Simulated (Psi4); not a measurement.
# NS (Mononitrogen monosulfide) at UB2PLYP/def2-TZVPP (density fitting, density fitting for correlation, sweep point 4)

Aim: the vertical ionisation energy of NS (Mononitrogen monosulfide) at UB2PLYP/def2-TZVPP (density fitting, density fitting for correlation, sweep point 4), from 2 runs. 

The calculation is run with Psi4 1.11.

**1. The structure to begin with**

The species is NS (2 atoms), meant as a doublet with charge 0. As SMILES, `[N]=S`. Geometry: relaxed at PBE0-D4/def2-TZVP.

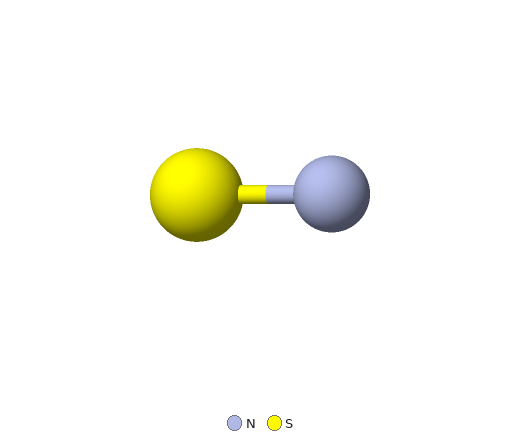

Viewed from a chosen angle; nitrogen light blue, sulfur yellow.

**2. A single-point energy at UB2PLYP/def2-TZVPP (density fitting, density fitting for correlation, sweep point 4)**

input.dat

```
memory 1.6 GB

molecule mol {
  0 2
  N      0.000000     0.000000    -0.011220
  S      0.000000     0.000000     1.474400
  symmetry c1
}

set basis def2-TZVPP
set reference uks
set puream true
set scf_type df
set dft_radial_points 99
set dft_spherical_points 590
set num_frozen_docc 6
set maxiter 100

e_tot, wfn = energy("b2plyp", return_wfn=True)
print_variables()
```

The run is started by

```console
psi4 -i input.dat -o output.dat -n 1
```

output.dat:

```text
[...]
  Running in c1 symmetry.
[...]
  Nuclear repulsion =   39.894352253631489
[...]
  Multiplicity = 2
[...]
  Nalpha       = 12
  Nbeta        = 11
[...]
    Number of basis functions: 73
[...]
   @DF-UKS iter   1:  -452.48006055441317   -2.99094e-01   7.59434e-03 ADIIS/DIIS
[...]
   @DF-UKS iter  12:  -452.62054924023028   -2.14199e-07   9.07141e-07 DIIS
[...]
   @S^2 Observed:                7.809673710E-01
[...]
    Orbital Energies [Eh]
    ---------------------
    Alpha Occupied:
       1A    -90.228639     2A    -14.926112     3A     -8.432402
       4A     -6.277982     5A     -6.275914     6A     -6.275850
       7A     -1.082137     8A     -0.699816     9A     -0.498669
      10A     -0.465740    11A     -0.444071    12A     -0.282790
    Alpha Virtual:
      13A     -0.077624    14A      0.097013    15A      0.269977
      16A      0.301714    17A      0.301871    18A      0.359559
      19A      0.372543    20A      0.373566    21A      0.421570
      22A      0.425835    23A      0.443799    24A      0.485210
      25A      0.499640    26A      0.671445    27A      0.917231
[...]
  @DF-UKS Final Energy:  -452.62054924023028
   => Energetics <=
    Nuclear Repulsion Energy =             39.8943522536314887
    One-Electron Energy =                -702.6908753684024305
    Two-Electron Energy =                 225.6877772571104401
    DFT Exchange-Correlation Energy =     -15.5118033825697879
    Empirical Dispersion Energy =           0.0000000000000000
    VV10 Nonlocal Energy =                  0.0000000000000000
    Total Energy =                       -452.6205492402302752
[...]
 Multipole Moments:
 ------------------------------------------------------------------------------------
     Multipole            Electronic (a.u.)      Nuclear  (a.u.)        Total (a.u.)
 ------------------------------------------------------------------------------------
 L = 1.  Multiply by 2.5417464519 to convert [e a0] to [Debye]
 Dipole X            :         -0.0000001            0.0000000           -0.0000001
 Dipole Y            :         -0.0000000            0.0000000           -0.0000000
 Dipole Z            :          0.7080147            0.0149414            0.7229561
 Magnitude           :                                                    0.7229561
[...]
```

Run time: 7.2 s. Hardware: 1 thread of Intel Xeon at 2.70GHz, shared host; peak memory 0.42 GiB.

**3. The singlet cation at the same level**

ns.dat

```
memory 1600 MB

molecule m {
  1 1
  N      0.000000     0.000000    -0.011220
  S      0.000000     0.000000     1.474400
  symmetry c1
}

set basis def2-TZVPP
set puream true
set scf_type df
set dft_radial_points 99
set dft_spherical_points 590
set num_frozen_docc 6

energy("b2plyp")
```

The run is started by

```console
psi4 ns.dat ns.out -n 1
```

ns.out:

```text
[...]
  Running in c1 symmetry.
[...]
  Nuclear repulsion =   39.894352253631489
[...]
  Multiplicity = 1
[...]
  Nalpha       = 11
  Nbeta        = 11
[...]
    Number of basis functions: 73
[...]
   @DF-RKS iter   1:  -452.17306686358506    7.89944e-03   6.32340e-03 ADIIS/DIIS
[...]
   @DF-RKS iter   8:  -452.28181029207684   -1.31284e-08   5.17503e-07 DIIS
[...]
    Orbital Energies [Eh]
    ---------------------
    Doubly Occupied:
       1A    -90.617361     2A    -15.309456     3A     -8.814599
       4A     -6.658327     5A     -6.658327     6A     -6.656863
       7A     -1.412020     8A     -1.014131     9A     -0.788231
      10A     -0.767098    11A     -0.767098
[...]
  @DF-RKS Final Energy:  -452.28181029207684
   => Energetics <=
    Nuclear Repulsion Energy =             39.8943522536314887
    One-Electron Energy =                -694.4644199076610676
    Two-Electron Energy =                 217.6147400344521259
    DFT Exchange-Correlation Energy =     -15.3264826724993988
    Empirical Dispersion Energy =           0.0000000000000000
    VV10 Nonlocal Energy =                  0.0000000000000000
    Total Energy =                       -452.2818102920768979
[...]
 Multipole Moments:
 ------------------------------------------------------------------------------------
     Multipole            Electronic (a.u.)      Nuclear  (a.u.)        Total (a.u.)
 ------------------------------------------------------------------------------------
 L = 1.  Multiply by 2.5417464519 to convert [e a0] to [Debye]
 Dipole X            :         -0.0000000            0.0000000           -0.0000000
 Dipole Y            :         -0.0000000            0.0000000           -0.0000000
 Dipole Z            :          0.7899812            0.0149414            0.8049226
 Magnitude           :                                                    0.8049226
[...]
```

Wall time 5.4 s (1 thread of Intel Xeon at 2.70GHz, shared host); peak memory 0.42 GiB.

**4. What came out**

At UB2PLYP/def2-TZVPP (density fitting, density fitting for correlation, sweep point 4), 6 core orbitals frozen:

```
                                                            quantity          value
                                            doublet NS: total energy  -452.73968 Eh
doublet NS: HOMO energy (SCF part's orbitals) (highest over α and β)       -7.70 eV
 doublet NS: LUMO energy (SCF part's orbitals) (lowest over α and β)       -2.11 eV
                                                    doublet NS: ⟨S²⟩          0.781
                                        singlet cation: total energy  -452.41500 Eh
                   singlet cation: HOMO energy (SCF part's orbitals)      -20.87 eV
                   singlet cation: LUMO energy (SCF part's orbitals)      -10.64 eV
                 singlet cation: HOMO–LUMO gap (SCF part's orbitals)       10.23 eV
                  vertical ionisation energy (to the singlet cation)       8.835 eV
```

The vertical ionisation energy comes to 8.83 eV (204 kcal/mol). Only the singlet of the ionised species was computed; a triplet could lie lower.
